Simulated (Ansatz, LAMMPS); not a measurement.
## Localised basis functions on amorphous carbon (64 atoms)

Wanted: errors and times of a linear-scaling basis for amorphous carbon (64 atoms). A setting counts as converged where the r.m.s. difference of forces stays under 1 % of the r.m.s. force.

Calculated with Ansatz 0.2.0; Kohn-Sham DFT, PBE, PAW (set soft_2), plane waves.

## (1) The starting structure

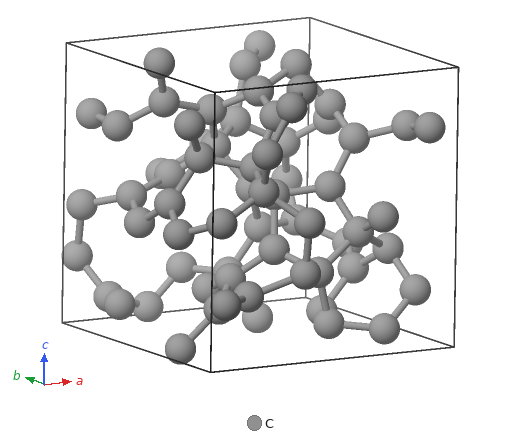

The starting structure, seen slightly off an axis (carbon grey). Some periodic images of atoms are drawn too.

The cell holds 64 atoms: 64 C. Its edges and angles: a = 7.590 Å, b = 7.590 Å, c = 7.590 Å, α = 90.0°, β = 90.0°, γ = 90.0°. 64 atoms (64 C) placed at random at 2.92 g/cm³, melted at 6000 K for 10 ps at fixed volume with the Tersoff potential (Tersoff, Phys. Rev. B 39, 5566 (1989)). Quenched from 6000 K to 300 K at 100 K/ps and fixed volume, held 5 ps, then minimised at fixed cell.

Before any run, some limits are plain. The quench rate of 100 K/ps is orders of magnitude faster than experiment, which tends to freeze in extra defects. The starting topology of bonds comes from the classical model, and needn't be the one that DFT or experiment would give. The Brillouin zone is sampled at Γ only, in a cell whose shortest periodic width is 8 Å.

## (2) How the cell was made

A classical potential supplies the starting structure, since it reaches far longer times than DFT.

This step: classical MD, Tersoff potential (Tersoff, Phys. Rev. B 39, 5566 (1989)) (LAMMPS 22 Jul 2025 - Update 4).

Contents of in.lmp:

```
# melt-quench of C64
units metal
atom_style atomic
boundary p p p
region box block 0 7.5903 0 7.5903 0 7.5903
create_box 1 box
mass 1 12.0110   # C
create_atoms 1 random 64 710519 NULL overlap 1.37 maxtry 2000
pair_style tersoff
pair_coeff * * SiCGe.tersoff C
neigh_modify delay 0 every 1 check yes
thermo_style custom step time temp pe press density
thermo_modify norm yes
timestep 0.0005
thermo 100
min_style cg
minimize 1e-4 1e-4 200 2000
reset_timestep 0
velocity all create 6000 710520 mom yes dist gaussian
fix lim all nve/limit 0.05
fix lan all langevin 6000 6000 0.05 710521 zero yes
thermo 500
run 1000 post no
unfix lim
unfix lan
thermo 3333
fix md all nvt temp 6000 6000 0.05
run 20000 post no
unfix md
thermo 11400
fix md all nvt temp 6000 300 0.05
run 114000 post no
unfix md
thermo 5000
fix md all nvt temp 300 300 0.05
run 10000 post no
unfix md
thermo 100
min_style cg
minimize 0 1e-3 2000 20000
write_dump all custom glass.dump id type xs ys zs modify sort id
```

On the command line:

```sh
$ lmp -in in.lmp -log none -nocite
```

Numbers of over 12 decimals in the logs are rounded to 6 here.

What it wrote:

```text
LAMMPS (22 Jul 2025 - Update 4)
Created orthogonal box = (0 0 0) to (7.5903 7.5903 7.5903)
Created 64 atoms
   Step          Time           Temp          PotEng         Press         Density
         0   0              0             -2.4892831      761654.01      2.9189817
        48   0.024          0             -5.7256354     -23878.353      2.9189817
Loop time of 0.0121422 s on 1 MPI rank(s) for 48 steps with 64 atoms
Minimization stats:
  Stopping criterion = energy tolerance
  Energy initial, next-to-last, final =
     -2.48928305139108  -5.72542814449062  -5.72563543375901
  Force two-norm initial, final = 128.41374 9.0785226
  Iterations, force evaluations = 48 99
   Step          Time           Temp          PotEng         Press         Density
         0   0              6000          -5.7256354      95465.132      2.9189817
       500   0.25           6044.4693     -5.5740177      414498.48      2.9189817
[... 10 lines left out ...]
[... 1 line left out ...]
Loop time of 1.93 s on 1 MPI rank(s) for 20000 steps with 64 atoms
   Step          Time           Temp          PotEng         Press         Density
[... 12 lines left out ...]
Loop time of 9.86724 s on 1 MPI rank(s) for 114000 steps with 64 atoms
   Step          Time           Temp          PotEng         Press         Density
[... 2 lines left out ...]
    145000   72.5           309.32201     -6.9305811      135949.41      2.9189817
Loop time of 0.854571 s on 1 MPI rank(s) for 10000 steps with 64 atoms
   Step          Time           Temp          PotEng         Press         Density
    145000   72.5           309.32201     -6.9305811      135949.41      2.9189817
    145100   72.55          309.32201     -6.9649871      131413.9       2.9189817
    145158   72.579         309.32201     -6.9649893      131748.83      2.9189817
Loop time of 0.0808295 s on 1 MPI rank(s) for 158 steps with 64 atoms
Minimization stats:
  Stopping criterion = linesearch alpha is zero
  Energy initial, next-to-last, final =
     -6.93058110767119  -6.96498925503381  -6.96498925503381
  Force two-norm initial, final = 18.852387 0.0124015
  Iterations, force evaluations = 158 959
```

Wall time 13 s (1 thread of AMD EPYC 7R43, shared host); peak memory 0.069 GiB.

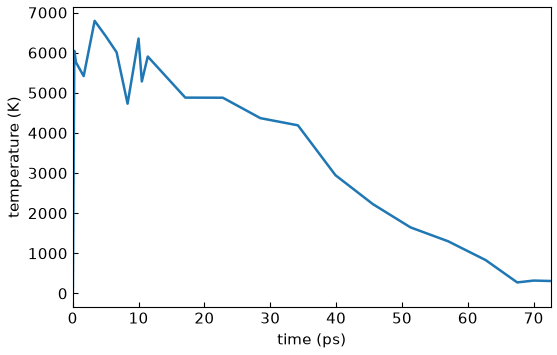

Temperature, plotted against time.

## (3) Plane-wave single point

This run is the reference for what follows, at a cutoff of 420 eV.

Contents of input.yaml:

```yaml
crystal:
  lattice:
    - [7.5903, 0.0, 0.0]
    - [0.0, 7.5903, 0.0]
    - [0.0, 0.0, 7.5903]
  atoms:
    - { symbol: C, position: [0.46722, 0.17819, 0.93539] }
    - { symbol: C, position: [0.23313, 0.02151, 0.75367] }
    - { symbol: C, position: [0.67522, 0.3192, 0.54718] }
    - { symbol: C, position: [0.3267, 0.82538, 0.53109] }
    - { symbol: C, position: [0.72266, 0.20206, 0.4011] }
    - { symbol: C, position: [0.6598, 0.53409, 0.94566] }
    - { symbol: C, position: [0.64847, 0.85646, 0.88706] }
    - { symbol: C, position: [0.19278, 0.40785, 0.67764] }
    - { symbol: C, position: [0.78499, 0.98399, 0.9212] }
    - { symbol: C, position: [0.59855, 0.83388, 0.69574] }
    - { symbol: C, position: [0.05567, 0.74042, 0.74486] }
    - { symbol: C, position: [0.29425, 0.9069, 0.04786] }
    - { symbol: C, position: [0.84769, 0.89089, 0.45401] }
    - { symbol: C, position: [0.62527, 0.7101, 0.01362] }
    - { symbol: C, position: [0.41397, 0.04925, 0.30514] }
    - { symbol: C, position: [0.72036, 0.03338, 0.48464] }
    - { symbol: C, position: [0.06113, 0.00521, 0.23306] }
    - { symbol: C, position: [0.37067, 0.62673, 0.79416] }
    - { symbol: C, position: [0.70122, 0.40336, 0.08583] }
    - { symbol: C, position: [0.10427, 0.37403, 0.00815] }
    - { symbol: C, position: [0.78852, 0.3468, 0.70455] }
    - { symbol: C, position: [0.06584, 0.93168, 0.7538] }
    - { symbol: C, position: [0.79106, 0.51565, 0.79464] }
    - { symbol: C, position: [0.87946, 0.66872, 0.70786] }
    - { symbol: C, position: [0.11562, 0.56367, 0.9943] }
    - { symbol: C, position: [0.07106, 0.60738, 0.4213] }
    - { symbol: C, position: [0.44423, 0.71396, 0.64118] }
    - { symbol: C, position: [0.33822, 0.42854, 0.22838] }
    - { symbol: C, position: [0.21803, 0.3049, 0.15258] }
    - { symbol: C, position: [0.10864, 0.11734, 0.5006] }
    - { symbol: C, position: [0.03743, 0.93999, 0.429] }
    - { symbol: C, position: [0.79359, 0.73528, 0.3423] }
    - { symbol: C, position: [0.88724, 0.2695, 0.3157] }
    - { symbol: C, position: [0.04144, 0.68358, 0.11832] }
    - { symbol: C, position: [0.42412, 0.89599, 0.17791] }
    - { symbol: C, position: [0.09124, 0.43986, 0.51629] }
    - { symbol: C, position: [0.09066, 0.3128, 0.8199] }
    - { symbol: C, position: [0.10977, 0.86733, 0.10716] }
    - { symbol: C, position: [0.57111, 0.99098, 0.5859] }
    - { symbol: C, position: [0.40008, 0.00353, 0.49669] }
    - { symbol: C, position: [0.46978, 0.35258, 0.33435] }
    - { symbol: C, position: [0.61036, 0.68165, 0.3437] }
    - { symbol: C, position: [0.28374, 0.12418, 0.59666] }
    - { symbol: C, position: [0.90875, 0.03777, 0.78586] }
    - { symbol: C, position: [0.48141, 0.49316, 0.87449] }
    - { symbol: C, position: [0.33518, 0.02946, 0.91071] }
    - { symbol: C, position: [0.77179, 0.78399, 0.61376] }
    - { symbol: C, position: [0.14491, 0.78413, 0.47931] }
    - { symbol: C, position: [0.22606, 0.12278, 0.22787] }
    - { symbol: C, position: [0.35298, 0.60506, 0.16121] }
    - { symbol: C, position: [0.36239, 0.31202, 0.64438] }
    - { symbol: C, position: [0.93066, 0.22665, 0.75802] }
    - { symbol: C, position: [0.61191, 0.20907, 0.08289] }
    - { symbol: C, position: [0.55561, 0.19285, 0.27297] }
    - { symbol: C, position: [0.52273, 0.59869, 0.50538] }
    - { symbol: C, position: [0.18238, 0.63667, 0.83785] }
    - { symbol: C, position: [0.44724, 0.32247, 0.81815] }
    - { symbol: C, position: [0.9329, 0.61418, 0.27002] }
    - { symbol: C, position: [0.03065, 0.27773, 0.44061] }
    - { symbol: C, position: [0.51142, 0.72252, 0.18364] }
    - { symbol: C, position: [0.49972, 0.40459, 0.5177] }
    - { symbol: C, position: [0.84596, 0.43299, 0.22021] }
    - { symbol: C, position: [0.76851, 0.09213, 0.07024] }
    - { symbol: C, position: [0.91424, 0.12633, 0.19002] }
kpoints:
  mp_grid: { grid: [1, 1, 1] }
hamiltonian:
  xc: pbe
scf:
  occupations: { method: gaussian, width: 0.05 }
output:
  forces: true
  stress: true
  populations: intrinsic
  dos:
    method: { smearing: { sigma: 0.1 } }
    de: 0.1
    projected: { site_lists: { C: [C] } }
  eigenvalues: true
  write_density: true
  write_potential: true
  volumetric_format: npy
```

On the command line:

```sh
$ ansatz run input.yaml --threads 8 --pin off --max-ram 15872MiB --backend cpu --events-out ev --progress --plain --runs-dir out
```

What it wrote:

```text
Engine: ansatz 0.2.0, x86_64-unknown-linux-gnu
Pseudopotentials: kind: paw
Pseudopotential: C, paw, valence charge 4, recommended cutoff 420 eV (normal), C.paw.azcp
[... 5 lines on functional and potentials left out ...]
Crystal: 64 atoms, lattice volume = 437.297 Å³
Basis set: ecut = 420 eV, 8409 PW (Γ), exchange–correlation on 108×108×108 points (8 copies of the dense FFT grid, shifted against one another)
Bands: 192, of which v1, the nominal top of the filled ones, is band 128 counted from 1 (127 counted from 0)
Symmetry: 1 space group operations
Space group: P1 (ITA 1), of the structure as read, at distance tolerance 7.6e-5 Å
k-points: 1
[... 3 lines on functional and potentials left out ...]
Initial density: superposition of atomic densities (neutral atoms: chi_scale 0, normalization atom), corrected by the library's trained network
Initial wavefunctions: pseudopotential atomic-orbital guess
Functional: x = pbe(κ = 0.804, μ = 0.219515), c = pbe(β = 0.066725)
SCF iter   1: F=—  HF=-15999.818258 eV  |F-HF|=—  |Δ(HF+E_count)|=         —  Δρ=2.25e-2  dr2=3.98e0  ethr=1.77e-3  ⟨swp⟩=6.0  Hψ=785  notcnv=0  defer=41
preconditioner: auto → Resta (q_TF=auto, 2.495 Å⁻¹)  ε∞=4.6  [insulator: Δε(μ)=0.180 eV  Ē_g=15.014 eV  σ=0.050 eV  W_gap=0.99  n_scr=122 (ndim 8)  ℏωp=28.4 eV  f_vac=0.000  D(μ)=1.77/eV (n_scr^D=6)  ε∞_Penn≈4.6]
SCF iter   2: F=—  HF=-15999.389046 eV  |F-HF|=—  |Δ(HF+E_count)|=   4.29e-1  Δρ=9.20e-3  dr2=5.90e-1  ethr=1.55e-3  ⟨swp⟩=1.0  Hψ=221  notcnv=0  defer=43
SCF iter   3: F=—  HF=-15999.296497 eV  |F-HF|=—  |Δ(HF+E_count)|=   9.25e-2  Δρ=3.10e-3  dr2=5.08e-2  ethr=2.31e-4  ⟨swp⟩=3.0  Hψ=245  notcnv=0  defer=57
SCF iter   4: F=—  HF=-15999.292053 eV  |F-HF|=—  |Δ(HF+E_count)|=   4.44e-3  Δρ=1.40e-3  dr2=9.16e-3  ethr=1.98e-5  ⟨swp⟩=3.0  Hψ=270  notcnv=0  defer=57
SCF iter   5: F=—  HF=-15999.291449 eV  |F-HF|=—  |Δ(HF+E_count)|=   6.04e-4  Δρ=4.02e-4  dr2=8.76e-4  ethr=3.58e-6  ⟨swp⟩=2.0  Hψ=142  notcnv=0  defer=57
SCF iter   6: F=—  HF=-15999.291461 eV  |F-HF|=—  |Δ(HF+E_count)|=   1.25e-5  Δρ=1.63e-4  dr2=1.13e-4  ethr=3.42e-7  ⟨swp⟩=3.0  Hψ=261  notcnv=0  defer=57
SCF iter   7: F=—  HF=-15999.291493 eV  |F-HF|=—  |Δ(HF+E_count)|=   3.13e-5  Δρ=3.21e-5  dr2=5.38e-6  ethr=4.42e-8  ⟨swp⟩=2.0  Hψ=143  notcnv=0  defer=57
SCF iter   8: F=—  HF=-15999.291490 eV  |F-HF|=—  |Δ(HF+E_count)|=   2.69e-6  Δρ=1.13e-5  dr2=8.98e-7  ethr=2.10e-9  ⟨swp⟩=3.0  Hψ=354  notcnv=0  defer=57
SCF iter   9: F=-15999.291490 eV  HF=-15999.291490 eV  |F-HF|=6.71e-8  |Δ(HF+E_count)|=   1.01e-7  Δρ=3.43e-6  dr2=9.49e-8  ethr=3.91e-11  ⟨swp⟩=21.0  Hψ=1623  notcnv=0
SCF 1 converged in 9 iterations: F = -15999.291490 eV  dr2 = 9.49e-8
  greatest PAW one-centre occupation: 0.683 electrons in one spin orbital (limit 2), on the C atom at site 40 (counted from 0), in its partial waves of l = 0
SCF converged after 9 iterations
Free energy (F): -15999.291490 eV
Harris-Foulkes:  -15999.291490 eV  (|F-HF|=6.71e-8)
Internal energy: -15999.273242 eV  (E = F + TS)
E sigma→0 (E₀):  -15999.282366 eV
Entropy (-TS):   -0.018248 eV (-0.285 meV/atom)
Fermi energy:    10.786441 eV
--- Per-component energies (eV) ---
  E_band       = 377.999899
  E_kinetic    = 5819.372188
  E_local      = -6286.000052  (includes V_loc(G=0)·N_el)
  E_nonlocal   = 1735.808852
  E_hartree    = 1672.736260
  E_xc         = -3078.351526
  E_vxc        = -3816.092216  (∫ρ·V_xc dr)
  E_paw        = -6346.102688  (= ΣΔE_a)
  E_vpaw       = -420.562251  (= ΣTr[D̂ρ^β])
  E_aug_tail   = 0.000464  (compensation charges beyond the density's cutoff)
  E_ewald      = -9516.736740
  E_smearing   = -0.018248  (= −TS)
  E_closure    = -0.000000  (closes the sum)
  Σ components = -15999.291490   (vs F -15999.291490, Δ=0.00e0)
--- Forces (eV/Å), atoms counted from 1 ---
  atom   1  C     -0.20004788     0.33496264    -0.65132211
  atom   2  C      0.61299223     1.03187483     2.16027781
  atom   3  C      1.20701407     2.08834428     3.28819606
  atom   4  C     -3.01361348    -1.33251186    -0.48857677
  atom   5  C     -2.23028892    -0.62159868     1.03450132
  atom   6  C      0.05405193    -0.55874797     0.25191425
  atom   7  C      1.30189957    -0.18523104     0.72715020
  atom   8  C     -1.55466170     0.80130706     0.75551500
  atom   9  C     -1.82660570    -1.36997314    -2.40617293
  atom  10  C      1.30559708     0.31789967    -1.52977247
  atom  11  C     -2.45125416     1.10495206    -0.82349949
  atom  12  C     -1.46952288     0.98925857    -2.37698304
  atom  13  C     -1.64437909    -0.32426130     2.35798092
  atom  14  C      0.17047777     2.14271440     1.03254100
[...]
atom  63  C      3.44475672     0.52639800     2.44725504
  atom  64  C     -2.84324806    -2.05700785    -3.50295354
  max |Σ_I F_I| component: 1.08e-4 eV/Å
--- Stress (GPa, compression-positive) ---
        3.978444     -11.659828      -5.449539
      -11.659827       8.269714       1.283243
       -5.449539       1.283243      11.279387
  P = ⅓ Tr σ = 7.8425 GPa (78.425 kbar)
--- Band table (eV) ---
  k-point 0: bands = ["-10.5254", "-9.1863", "-8.9357", "-8.8030", [... 176 levels ...], "19.6744", "19.6999", "19.9583", "19.9784", "20.0086", "20.1795", "20.2454", "20.4078", "20.4436", "20.4971", "20.5653", "20.6188"]
--- intrinsic populations: 64 sites ---
  site symbol       q [e]
     0      C      4.0429
     1      C      4.0516
     2      C      3.9797
[...]
63      C      4.0025
  spilling = -0.000000 (of n_electrons = 256.000000)
```

Wall time 2.6 s (8 threads of AMD EPYC 7R43, shared host); peak memory 0.63 GiB; 15 s of CPU time.

The run gave:

| Item | Value |
| --- | --- |
| free energy | -15999.2915 eV |
| free energy per atom | -249.9889 eV/atom |
| SCF cycles | 9 |
| pressure | 7.843 GPa |
| r.m.s. force component | 1.425 eV/Å |
| longest force | 4.958 eV/Å |
| Fermi energy | 10.79 eV |
| levels partly filled by over 2 per cent | 2 |

Neighbours are counted within 1.85 Å (C-C).

Length of the force by element and coordination:

| element | coordination | atoms | mean length of the force (eV/Å) | spread | least | most |
| --- | --- | --- | --- | --- | --- | --- |
| C | all | 64 | 2.22 | 1.07 | 0.615 | 4.96 |
| C | 2 | 1 | 2.98 | 0 | 2.98 | 2.98 |
| C | 3 | 46 | 2.46 | 1.10 | 0.619 | 4.96 |
| C | 4 | 17 | 1.53 | 0.616 | 0.615 | 2.89 |

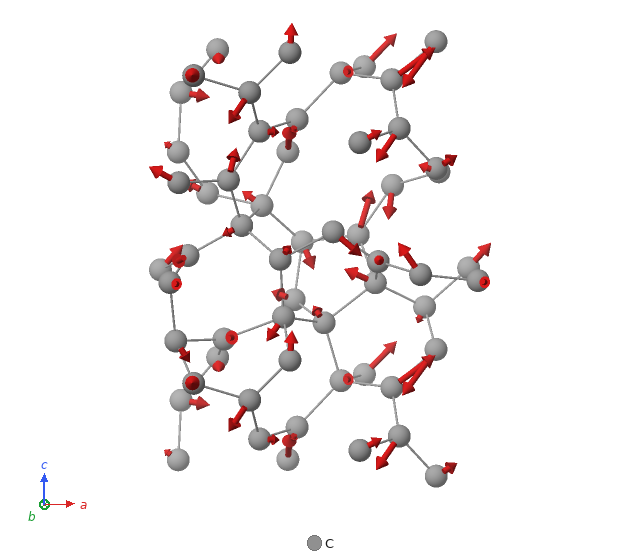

Forces as arrows; the longest in the cell is 4.96 eV/Å. Drawn is a slice 4 Å thick, seen along the normal of the ac plane, with neighbouring cells across it.

Intrinsic-atomic-orbital charges by element and coordination:

| element | coordination | atoms | mean charge (e) | spread | least | most |
| --- | --- | --- | --- | --- | --- | --- |
| C | all | 64 | 0 | 0.035 | -0.094 | 0.0828 |
| C | 2 | 1 | -0.0721 | 0 | -0.0721 | -0.0721 |
| C | 3 | 46 | -0.0042 | 0.0379 | -0.094 | 0.0828 |
| C | 4 | 17 | 0.0155 | 0.0111 | -0.0021 | 0.0362 |

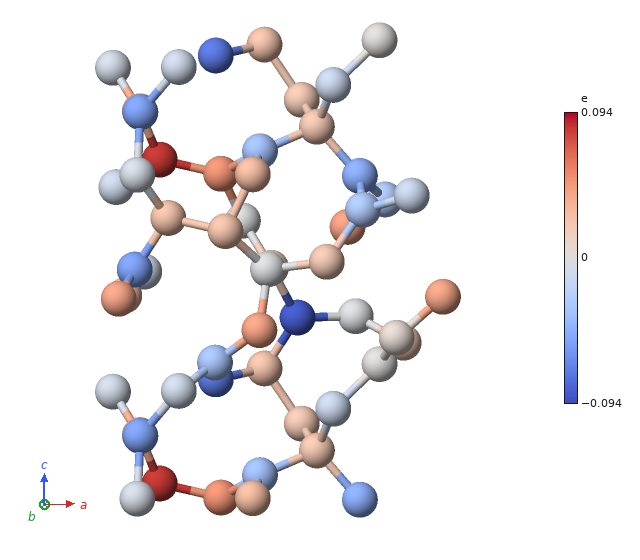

Atoms coloured by intrinsic-atomic-orbital charge. Drawn is a slice 4 Å thick, seen along the normal of the ac plane, with neighbouring cells across it.

Density of states as counts of states in windows of 1 eV (from the Fermi level), total and the larger projections:

| from (eV) | to (eV) | total | C p | C s |
| --- | --- | --- | --- | --- |
| -18 | -17 | 13.6 | 5.0 | 8.5 |
| -17 | -16 | 6.6 | 2.5 | 3.9 |
| -16 | -15 | 9.8 | 4.4 | 5.4 |
| -15 | -14 | 8.3 | 4.1 | 4.2 |
| -14 | -13 | 9.7 | 5.5 | 4.2 |
| -13 | -12 | 12.7 | 7.6 | 5.0 |
| -12 | -11 | 14.5 | 10.0 | 4.4 |
| -11 | -10 | 14.1 | 11.2 | 2.8 |
| -10 | -9 | 15.2 | 13.2 | 1.9 |
| -9 | -8 | 15.0 | 13.5 | 1.4 |
| -8 | -7 | 18.0 | 16.5 | 1.4 |
| -7 | -6 | 22.8 | 21.3 | 1.4 |
| -6 | -5 | 20.6 | 19.5 | 1.1 |
| -5 | -4 | 14.4 | 13.7 | 0.7 |
| -4 | -3 | 10.1 | 9.5 | 0.5 |
| -3 | -2 | 8.0 | 7.5 | 0.5 |
| -2 | -1 | 13.3 | 12.4 | 0.7 |
| -1 | 0 | 11.7 | 10.7 | 0.9 |
| 0 | 1 | 12.3 | 11.3 | 0.7 |
| 1 | 2 | 13.0 | 11.8 | 0.8 |
| 2 | 3 | 9.7 | 8.7 | 0.7 |
| 3 | 4 | 8.1 | 7.0 | 0.7 |
| 4 | 5 | 4.5 | 3.7 | 0.5 |

Between -22 and -18 eV lie 18 more states.

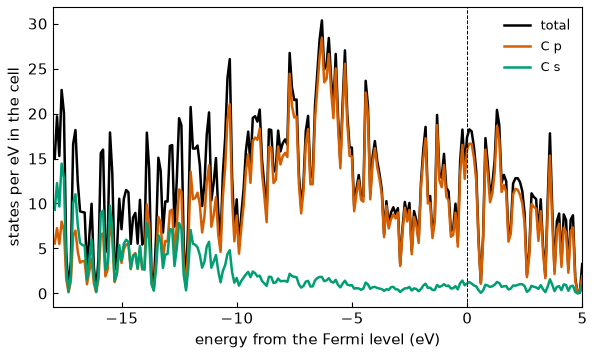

Total and projected density of states, with the broadening of the input.

The levels nearest the highest filled one (over half full), pooled over k-points and spins:

| level less the highest filled one (eV) | occupation |
| --- | --- |
| -0.915 | 2 |
| -0.738 | 2 |
| -0.485 | 2 |
| -0.232 | 2 |
| -0.161 | 2 |
| 0 | 1.87 |
| 0.106 | 0.133 |
| 0.217 | 0 |
| 0.326 | 0 |
| 0.460 | 0 |
| 0.827 | 0 |
| 0.910 | 0 |

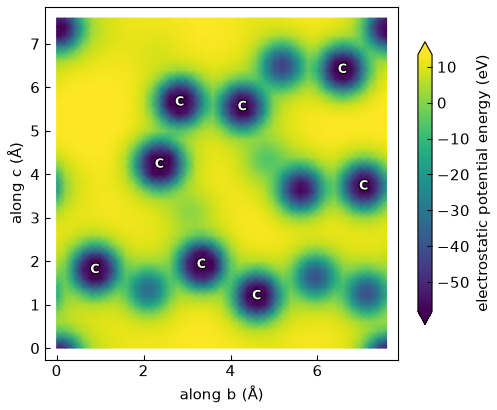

Electrostatic potential energy in the bc plane at fractional x = 0.091, with atoms of C within 0.2 Å of it. With pseudopotentials it is smooth inside the atoms' cores, unlike the true potential. The map starts off the cell's origin, so that atoms lie inside it.

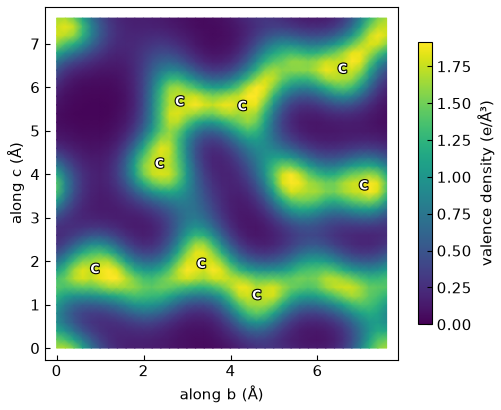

Valence density in the bc plane at fractional x = 0.091, with atoms of C within 0.2 Å of it. It is the smooth field of the valence electrons, not physical close to the nuclei. The map starts off the cell's origin, so that atoms lie inside it.

Intrinsic-atomic-orbital charges run from -0.09 to +0.08 e. Within 0.4 eV of the Fermi level the largest share is C p (93 % of the projected weight).

(Part 1 of 2 ends here.)

[Logs are printed without paths, hosts, clocks, repeated set-up lines and the standing remarks that a program may print on its own settings, such as how far it seeks lower states.]

[Hosts, paths, dates, database ids (printed as entryN), source tags and the programs' standing remarks are cut or masked in the printed files.]
